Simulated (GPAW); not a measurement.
## Near-edge structure at the S K edge of CSO (R3m)

Aim: the near-edge shape at the S K edge of CSO (R3m), and what the core hole does to it.

Method: X-ray absorption from dipole matrix elements to empty bands, plane-wave PAW LDA, in GPAW 26.7.0.

## Step 1: The structure

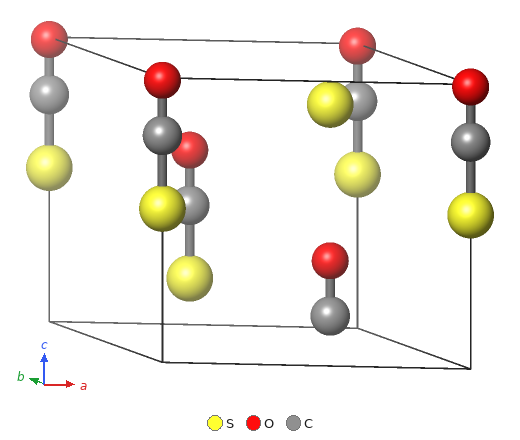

The starting structure, seen slightly off an axis (sulfur yellow, oxygen red, carbon grey). This picture shows the conventional cell, with its axes. Bonds to atoms that aren't drawn are left out. Some periodic images of atoms are drawn too.

As a file:

```cif
data_structure
_symmetry_space_group_name_H-M 'R3m:H'
_symmetry_Int_Tables_number 160
_cell_length_a 6.5880
_cell_length_b 6.5880
_cell_length_c 6.0706
_cell_angle_alpha 90.000
_cell_angle_beta 90.000
_cell_angle_gamma 120.000
_cell_volume 228.17
loop_
_atom_site_label
_atom_site_type_symbol
_atom_site_symmetry_multiplicity
_atom_site_Wyckoff_symbol
_atom_site_fract_x
_atom_site_fract_y
_atom_site_fract_z
_atom_site_occupancy
S1 S 3 a 0.00000 0.00000 0.54100 1
O1 O 3 a 0.00000 0.00000 0.99149 1
C1 C 3 a 0.00000 0.00000 0.79770 1
```

## Step 2: Ground state of the crystal

A plain self-consistent run shows whether there is a gap, which decides the set-up of the core-hole run.

scf.py reads:

```python
import numpy as np
from ase import Atoms
from ase.parallel import parprint, paropen
from gpaw import GPAW, PW, FermiDirac, Mixer, MixerDif, setup_paths
from gpaw.test import gen
setup_paths.insert(0, '.')
gen('S', name='nch1s', xcname='LDA', corehole=(1, 0, 0), write_xml=True)
from gpaw.mpi import world
world.barrier()

atoms = Atoms('SOC',
    cell=[[3.29398903, 1.90178545, 2.02351958],
     [-3.29398903, 1.90178545, 2.02351958],
     [0, -3.8035709, 2.02351958]],
    scaled_positions=[[0.541004, 0.541004, 0.541004],
     [0.991493, 0.991493, 0.991493],
     [0.797703, 0.797703, 0.797703]],
    pbc=True)
atoms.calc = calc = GPAW(legacy_gpaw=True, mode=PW(500), xc='LDA', setups={0: 'nch1s'},
    kpts={'size': (6, 6, 6), 'gamma': True}, occupations=FermiDirac(0.05),
    charge=0, mixer=Mixer(0.1, 5, 50), maxiter=150,
    convergence={'density': 0.0001}, txt='scf.txt')
energy = atoms.get_potential_energy() + calc.get_reference_energy()
ef = calc.get_fermi_level()
out = dict(energy=energy, fermi=ef, forces=atoms.get_forces().tolist())
parprint(f'all-electron energy {energy:.4f} eV, Fermi level {ef:.4f} eV')
ev = np.array([[calc.get_eigenvalues(k, s) for k in range(len(calc.get_ibz_k_points()))] for s in range(calc.get_number_of_spins())])
out['homo'], out['lumo'], out['counts'] = ev[ev < ef].max(), ev[ev > ef].min(), sorted(set((ev < ef).sum((0, 2)).tolist()))
out['filled'] = (ev[:, 0] < ef).sum(1).tolist()
import json
with paropen('out.json', 'w') as f:
    json.dump(out, f)
```

Launch:

```sh
OMP_NUM_THREADS=1 mpirun -n 4 gpaw python scf.py
```

Numbers of over 12 decimals in the logs are rounded to 6 here.

What it wrote:

```text
Input parameters:
  convergence: {density: 0.0001}
  kpts: {gamma: True,
         size: (6, 6, 6)}
  maxiter: 150
  mixer: {backend: pulay,
          beta: 0.1,
          method: separate,
          nmaxold: 5,
          weight: 50}
  mode: {ecut: 500.0,
         name: pw}
  occupations: {fixmagmom: False,
                name: fermi-dirac,
                width: 0.05}
  setups: {0: nch1s}

Initialize ...

[... PAW data sets ...]

Reference energy: -13871.294550  # eV

Spin-paired calculation

[... convergence settings ...]
Symmetries present (total): 2
  [... symmetry matrices ...]

216 k-points: 6 x 6 x 6 Monkhorst-Pack grid + [1/12,1/12,1/12]
68 k-points in the irreducible part of the Brillouin zone
       k-points in crystal coordinates                weights
   0:     0.00000000    0.00000000    0.00000000          1/216
   1:     0.00000000    0.00000000    0.16666667          2/216
   2:     0.00000000    0.00000000    0.33333333          2/216
   3:     0.00000000    0.00000000    0.50000000          1/216
   4:     0.16666667   -0.16666667    0.00000000          2/216
   5:     0.16666667   -0.16666667    0.16666667          4/216
   6:     0.16666667   -0.16666667    0.33333333          4/216
   7:     0.16666667   -0.16666667    0.50000000          2/216
   8:     0.16666667    0.00000000   -0.33333333          4/216
   9:     0.16666667    0.00000000   -0.16666667          4/216
          ...
  67:     0.50000000    0.50000000    0.50000000          1/216

Wave functions: Plane wave expansion
  Cutoff energy: 500.000 eV
  Number of coefficients (min, max): 1909, 1948
  Pulay-stress correction: 0.000000 eV/Ang^3 (de/decut=0.000000)
  Using FFTW library
  Wavefunction extrapolation:
    Improved wavefunction reuse through dual PAW basis

Occupation numbers: Fermi-Dirac:
  width: 0.0500  # eV

Eigensolver
   Davidson(niter=2)

Densities:
  Coarse grid: 24*24*24 grid
  Fine grid: 48*48*48 grid
  Total Charge: 0.000000

Density mixing:
  Method: separate
  Backend: pulay
  Linear mixing parameter: 0.1
  old densities: 5
  Width of damping distribution: 1.1
  Damping of long wavelength oscillations: 50

[... Hamiltonian set-up ...]
Number of atoms: 3
Number of atomic orbitals: 12
Number of bands in calculation: 12
Number of valence electrons: 16
Bands to converge: occupied

... initialized

Initializing position-dependent things.

Density initialized from atomic densities
Creating initial wave functions:
  12 bands from LCAO basis set

       O

       C

       S

Atomic positions and initial magnetic moments

Positions:
   0 S     -0.000000    0.000000    3.284197    ( 0.0000,  0.0000,  0.0000)
   1 O      0.000000    0.000000    6.018916    ( 0.0000,  0.0000,  0.0000)
   2 C     -0.000000   -0.000000    4.842503    ( 0.0000,  0.0000,  0.0000)

Unit cell:
           periodic     x           y           z      points  spacing
  1. axis:    yes    3.293989    1.901785    2.023520    24     0.1732
  2. axis:    yes   -3.293989    1.901785    2.023520    24     0.1732
  3. axis:    yes    0.000000   -3.803571    2.023520    24     0.1732

  Lengths:   4.308339   4.308339   4.308339
  Angles:   99.735955  99.735955  99.735955

Effective grid spacing dv^(1/3) = 0.1765

iter:   1   -22.274823
iter:   2   -21.807033   -1.32  -0.97
iter:   3   -21.354867   -1.65  -1.06
iter:   4   -21.263860   -2.38  -1.26
iter:   5   -21.254139   -1.88  -1.46
iter:   6   -21.230710   -2.81  -1.75
iter:   7   -21.227584   -3.43  -2.22
iter:   8   -21.227304c  -4.39  -2.66
iter:   9   -21.227275c  -5.07  -2.90
iter:  10   -21.227268c  -5.84  -3.07
iter:  11   -21.227252c  -5.99  -3.16
iter:  12   -21.227254c  -6.44  -3.30
iter:  13   -21.227257c  -6.54  -3.43
iter:  14   -21.227256c  -6.91  -3.63
iter:  15   -21.227255c  -6.68  -3.82
iter:  16   -21.227255c  -7.87c -4.18c

Converged after 16 iterations.

Dipole moment: (-0.000000, -0.000000, 3.664090) |e|*Ang

Energy contributions relative to reference atoms: (reference = -13871.294550)

Kinetic:        +19.224104
Potential:      -22.047388
External:        +0.000000
XC:             -18.483183
Entropy (-ST):   -0.000000
Local:           +0.079213
SIC:             +0.000000
--------------------------
Free energy:    -21.227255
Extrapolated:   -21.227255

Showing only first 2 kpts
 Kpt  Band  Eigenvalues  Occupancy
  0     6     -2.54532    2.00000
  0     7     -2.54532    2.00000
  0     8      2.46330    0.00000
  0     9      2.46330    0.00000

  1     6     -2.62810    2.00000
  1     7     -2.51048    2.00000
  1     8      2.49646    0.00000
  1     9      2.53076    0.00000

Fermi level: -0.76880

Gap: 4.791 eV
Transition (v -> c):
  (s=0, k=3, n=7, [0.00, 0.00, 0.50]) -> (s=0, k=9, n=8, [0.17, 0.00, -0.17])
Direct/indirect transitions are different
Direct gap: 4.935 eV
Transition at: (s=0, k=9, n=7, [0.17, 0.00, -0.17])

Forces in eV/Ang:
  0 S     0.00000    0.00000    0.10010
  1 O     0.00000   -0.00000   -1.10958
  2 C     0.00000   -0.00000    1.00770
Scalar-relativistic atomic LDA calculation for S (Sulfur, Z=16)
Core hole in 1s state (1s occupation: 2.0)
450 radial gridpoints.
|------------------------------------------------|
|------------------------------------------------|
[... the atom generator's iteration count ...]

Energy contributions:
-------------------------
Kinetic:     +398.923399
XC:           -24.210329
Potential:   -772.509196
-------------------------
Total:       -397.796126

state      eigenvalue         ekin         rmax
-----------------------------------------------
1s^2.0 :   -88.078630   121.519046        0.063
2s^2.0 :    -7.745453    18.438857        0.389
2p^6.0 :    -5.751715    17.606302        0.325
3s^2.0 :    -0.634959     2.788351        1.406
3p^4.0 :    -0.261139     1.948270        1.598
-----------------------------------------------
(units: Bohr and Hartree)

Generating PAW setup
Kinetic energy of the core from tauc = 386.637961
Cutoffs:
rc(s)=1.840
rc(p)=1.850
rc(d)=1.700
rc(vbar)=1.720
rc(comp)=1.430
rc(nct)=1.850

Kinetic energy of the core states: 385.553617
Charge: 0.0
Core electrons: 10.0
Valence electrons: 6.0
Pseudo-core charge: 0.059824
Shape function alpha=4.890
Pseudo-electron charge 6.430847
state    eigenvalue         norm
--------------------------------
3s(2) :    -0.634959     1.191395
*s    :     0.365041
3p(4) :    -0.261139     0.997058
*p    :     0.738861
*d    :     0.000000
--------------------------------

Diagonalizing with gridspacing h=0.050

state   all-electron     PAW
-------------------------------
3s:      -0.634959    -0.635587
3p:      -0.261139    -0.261554
*d:                    0.043150
*f:                    0.074695
-------------------------------
all-electron energy -13892.5218 eV, Fermi level -0.7688 eV
```

Elapsed: 8.2 s, on 4 MPI ranks of Arm Neoverse V2, shared host; peak memory 0.18 GiB; 32 s of CPU time.

The mesh shows a gap of 4.79 eV, so the hole is first treated in a charged cell, without the excited electron.

## Step 3: Spectrum without a core hole, S atom 1

Without a hole the spectrum is the empty density of states of the right symmetry on the absorber, weighted by matrix elements. It needs only the small cell and serves as the baseline. The data set with a hole of occupation 0 only carries the core orbital.

The absorber has 1 C at 1.56 Å (terminal, site symmetry 3m).

xas.py reads:

```python
import numpy as np
from ase import Atoms
from ase.parallel import parprint, paropen
from gpaw import GPAW, PW, FermiDirac, Mixer, MixerDif, setup_paths
from gpaw.test import gen
setup_paths.insert(0, '.')
gen('S', name='nch1s', xcname='LDA', corehole=(1, 0, 0), write_xml=True)
from gpaw.mpi import world
world.barrier()

atoms = Atoms('SOC',
    cell=[[3.29398903, 1.90178545, 2.02351958],
     [-3.29398903, 1.90178545, 2.02351958],
     [0, -3.8035709, 2.02351958]],
    scaled_positions=[[0.541004, 0.541004, 0.541004],
     [0.991493, 0.991493, 0.991493],
     [0.797703, 0.797703, 0.797703]],
    pbc=True)
atoms.calc = calc = GPAW(legacy_gpaw=True, mode=PW(500), xc='LDA', setups={0: 'nch1s'},
    kpts={'size': (6, 6, 6), 'gamma': True}, occupations=FermiDirac(0.02),
    charge=0, mixer=Mixer(0.1, 5, 50), maxiter=150,
    convergence={'density': 0.0001}, txt='scf.txt')
energy = atoms.get_potential_energy() + calc.get_reference_energy()
ef = calc.get_fermi_level()
out = dict(energy=energy, fermi=ef, forces=atoms.get_forces().tolist())
parprint(f'all-electron energy {energy:.4f} eV, Fermi level {ef:.4f} eV')
ev = np.array([[calc.get_eigenvalues(k, s) for k in range(len(calc.get_ibz_k_points()))] for s in range(calc.get_number_of_spins())])
out['homo'], out['lumo'], out['counts'] = ev[ev < ef].max(), ev[ev > ef].min(), sorted(set((ev < ef).sum((0, 2)).tolist()))
out['filled'] = (ev[:, 0] < ef).sum(1).tolist()

from ase.units import Ha
from gpaw.xas import dipole_matrix_elements
nb = int(calc.get_number_of_electrons() / 2) + 48
top, nb = nb, nb + 8 + nb // 12
nscf = calc.fixed_density(kpts={'size': (6, 6, 6), 'gamma': True}, nbands=nb,
    convergence={'bands': top, 'eigenstates': 1e-5}, maxiter=60, txt='nscf.txt')
cell = atoms.cell.array
ops = [cell.T @ U.T @ np.linalg.inv(cell.T) for U in nscf.wfs.kd.symmetry.op_scc]
filled = [8]  # bands filled in the ground state, by spin
E = np.arange(-25, 34, 0.1)
fwhm = np.interp(E, [4, 25], [0.9, 3.5])
Y, X, zero, highest = 0, 0, 1e9, 1e9
for spin in range(nscf.get_number_of_spins()):
    wfs = nscf.wfs
    A = dipole_matrix_elements(wfs.setups[0])
    eps = np.zeros((wfs.kd.nibzkpts, nb))
    d = np.zeros((3, A.shape[1], wfs.kd.nibzkpts, nb), complex)
    for kpt in wfs.kpt_u:
        if kpt.s == spin and 0 in kpt.P_ani:
            eps[kpt.k] = kpt.eps_n * Ha
            d[:, :, kpt.k] = (kpt.weight * wfs.nspins / 2) ** 0.5 * np.inner(A, kpt.P_ani[0])
    world.sum(eps)
    world.sum(d)
    T = np.einsum('amkn,bmkn->abkn', d, d.conj()).real
    T = sum(np.einsum('ai,ijkn,bj->abkn', R, T, R) for R in ops) / len(ops)
    empty = np.ones_like(eps, bool) & (np.arange(nb) >= filled[spin])
    zero, highest = min(zero, eps[empty].min()), min(highest, eps[:, top - 1].min())
    lines = [(eps, T, empty)] if spin == 0 else lines + [(eps, T, empty)]
for eps, T, empty in lines:
    f = np.einsum('aakn->akn', T).reshape(3, -1)
    x = eps.ravel() - zero
    w = np.interp(x, E, fwhm) / 2.35482
    g = np.exp(-0.5 * ((E[:, None] - x) / w) ** 2) / (w * (2 * np.pi) ** 0.5)
    Y = Y + (f * empty.ravel()) @ g.T
    X = X + (f * ~empty.ravel()) @ g.T
out.update(E=E.round(2).tolist(), xas=Y.tolist(), xes=X.tolist(), zero=zero, valid=highest - zero, nk=len(eps), nb=nb)
for i in range(0, len(E), 10):
    parprint(f'{E[i]:7.2f}', *(f'{v:10.3e}' for v in Y[:, i]))
import json
with paropen('out.json', 'w') as f:
    json.dump(out, f)
```

Launch:

```sh
OMP_NUM_THREADS=1 mpirun -n 4 gpaw python xas.py
```

What it wrote:

```text
Input parameters:
  convergence: {density: 0.0001}
  kpts: {gamma: True,
         size: (6, 6, 6)}
  maxiter: 150
  mixer: {backend: pulay,
          beta: 0.1,
          method: separate,
          nmaxold: 5,
          weight: 50}
  mode: {ecut: 500.0,
         name: pw}
  occupations: {fixmagmom: False,
                name: fermi-dirac,
                width: 0.02}
  setups: {0: nch1s}

Initialize ...

[...]
*p    :     0.738861
*d    :     0.000000
--------------------------------

Diagonalizing with gridspacing h=0.050

state   all-electron     PAW
-------------------------------
3s:      -0.634959    -0.635587
3p:      -0.261139    -0.261554
*d:                    0.043150
*f:                    0.074695
-------------------------------
all-electron energy -13892.5218 eV, Fermi level -0.7688 eV
[...]
32.00  2.346e-06  2.346e-06  2.627e-06
  33.00  2.448e-06  2.448e-06  2.297e-06
[key lines of the parts left out:]
Converged after 16 iterations.
Dipole moment: (-0.000000, -0.000000, 3.664090) |e|*Ang
Free energy:    -21.227255
Fermi level: -0.76880
```

The job ended after 30 s (4 MPI ranks; peak memory 0.28 GiB; 2 min of CPU time).

The S K spectrum, S atom 1, no core hole (energy from the lowest empty level; intensity scaled to a mean of 1 over the first 20 eV; polarised curves are means over the symmetry-equivalent atoms):

```
E (eV)  isotropic  ε ⊥ c  ε ∥ c
  -2.0       0.00   0.00   0.00
  -0.5       0.43   0.64   0.02
   1.0       1.22   1.76   0.15
   2.5       1.66   0.56   3.86
   4.0       1.24   0.66   2.39
   5.5       1.50   1.66   1.19
   7.0       0.88   0.90   0.84
   8.5       0.94   0.61   1.62
  10.0       0.84   0.71   1.09
  11.5       0.75   0.64   0.99
  13.0       0.74   0.66   0.89
  14.5       0.66   0.67   0.63
  16.0       0.67   0.78   0.45
  17.5       0.69   0.80   0.49
  19.0       0.80   0.86   0.66
  20.5       0.92   0.98   0.81
  22.0       1.14   1.16   1.09
  23.5       1.30   1.19   1.50
  25.0       1.25   1.00   1.75
  26.5       1.10   0.78   1.75
  28.0       0.94   0.63   1.56
  29.5       0.81   0.59   1.26
  31.0       0.76   0.66   0.95
```

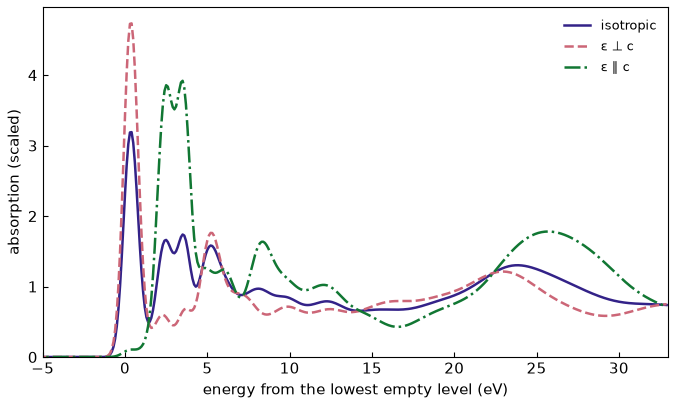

The S K edge, S atom 1, no core hole: main maxima at 0.4, 2.5 and 3.5 eV.

Main maxima below 24 eV (height): 0.4 eV (3.19), 2.5 eV (1.66), 3.5 eV (1.74), 5.2 eV (1.58), 8.1 eV (0.97) and 23.8 eV (1.30). A K edge sees empty p states on the absorber.

The same matrix elements for filled bands give the S K emission of S atom 1 (ground-state approximation; energy from the lowest empty level, largest value 1):

```
E (eV)  emission
 -24.0      0.00
 -22.5      0.00
 -21.0      0.00
 -19.5      0.00
 -18.0      0.07
 -16.5      0.00
 -15.0      0.00
 -13.5      0.00
 -12.0      0.00
 -10.5      0.02
  -9.0      0.36
  -7.5      0.00
  -6.0      0.05
  -4.5      0.45
  -3.0      0.00
  -1.5      0.00
   0.0      0.00
   1.5      0.00
   3.0      0.00
```

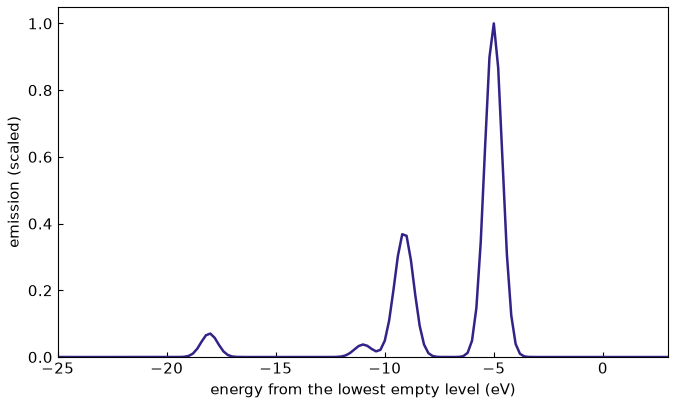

X-ray emission from the filled bands.

Emission maxima: -18.0 eV (0.07), -9.2 eV (0.37) and -5.0 eV (1.00).

## Step 4: Reference energy of the supercell

The photon energy needs a difference of total energies, so the cell and mesh of the coming hole run are first run without a hole.

scf.py: that of step 2 with these lines changed.

```diff
@@ -10,12 +10,21 @@
 
-atoms = Atoms('SOC',
-    cell=[[3.29398903, 1.90178545, 2.02351958],
-     [-3.29398903, 1.90178545, 2.02351958],
-     [0, -3.8035709, 2.02351958]],
-    scaled_positions=[[0.541004, 0.541004, 0.541004],
-     [0.991493, 0.991493, 0.991493],
-     [0.797703, 0.797703, 0.797703]],
+atoms = Atoms('S4O4C4',
+    cell=[[-3.29398903, 5.70535635, 0],
+     [3.29398903, 5.70535635, 0],
+     [3.29398903, -1.90178545, -8.09407831]],
+    scaled_positions=[[0.729498, 0.135251, 0.594247],
+     [0.229498, 0.385251, 0.844247],
+     [0.729498, 0.635251, 0.094247],
+     [0.229498, 0.885251, 0.344247],
+     [0.5042535, 0.24787325, 0.25638025],
+     [0.0042535, 0.49787325, 0.50638025],
+     [0.5042535, 0.74787325, 0.75638025],
+     [0.0042535, 0.99787325, 0.00638025],
+     [0.6011485, 0.19942575, 0.40172275],
+     [0.1011485, 0.44942575, 0.65172275],
+     [0.6011485, 0.69942575, 0.90172275],
+     [0.1011485, 0.94942575, 0.15172275]],
     pbc=True)
 atoms.calc = calc = GPAW(legacy_gpaw=True, mode=PW(500), xc='LDA', setups={0: 'nch1s'},
-    kpts={'size': (6, 6, 6), 'gamma': True}, occupations=FermiDirac(0.05),
+    kpts={'size': (4, 4, 4), 'gamma': True}, occupations=FermiDirac(0.02),
     charge=0, mixer=Mixer(0.1, 5, 50), maxiter=150,
```

Launch:

```sh
OMP_NUM_THREADS=1 mpirun -n 4 gpaw python scf.py
```

What it wrote:

```text
Input parameters:
  convergence: {density: 0.0001}
  kpts: {gamma: True,
         size: (4, 4, 4)}
  maxiter: 150
  mixer: {backend: pulay,
          beta: 0.1,
          method: separate,
          nmaxold: 5,
          weight: 50}
  mode: {ecut: 500.0,
         name: pw}
  occupations: {fixmagmom: False,
                name: fermi-dirac,
                width: 0.02}
  setups: {0: nch1s}

Initialize ...

[...]
<dir> UserWarning: Initial realspace grid (35,35,48) inconsistent with symmetries.
  warnings.warn(
<dir> UserWarning: Using symmetrized grid: (48,48,48).

  warnings.warn('Using symmetrized grid: ({},{},{}).\n'.format(*N_c))
<dir> UserWarning: Initial realspace grid (35,35,48) inconsistent with symmetries.
  warnings.warn(
<dir> UserWarning: Using symmetrized grid: (48,48,48).

  warnings.warn('Using symmetrized grid: ({},{},{}).\n'.format(*N_c))
all-electron energy -55570.0872 eV, Fermi level -0.7688 eV
[key lines of the parts left out:]
Converged after 18 iterations.
Dipole moment: (7.553388, -1.114839, 6.586304) |e|*Ang
Free energy:    -84.908953
Fermi level: -0.76881
```

The job ended after 88 s (4 MPI ranks; peak memory 0.38 GiB; 5.9 min of CPU time).

Reference energy: -55570.087 eV with the cores included.

(Part 1 of 2 ends here.)

[Banner, clock and machine lines of the logs are left out without a mark of their own.]

[Logs are printed without paths, hosts, clocks, repeated set-up lines and the standing remarks that a program may print on its own settings, such as how far it seeks lower states.]

[Hosts, paths, dates, database ids (printed as entryN), source tags and the programs' standing remarks are cut or masked in the printed files.]

[Lists of maxima count a maximum above −3 eV only where it reaches 4 % of the highest in the window and stands out from its surroundings by 2 % of it (1.5 % where it reaches 55 %); shoulders and weaker maxima are passed over, and of the rest the first, up to two pre-edge ones and the few strongest are named.]
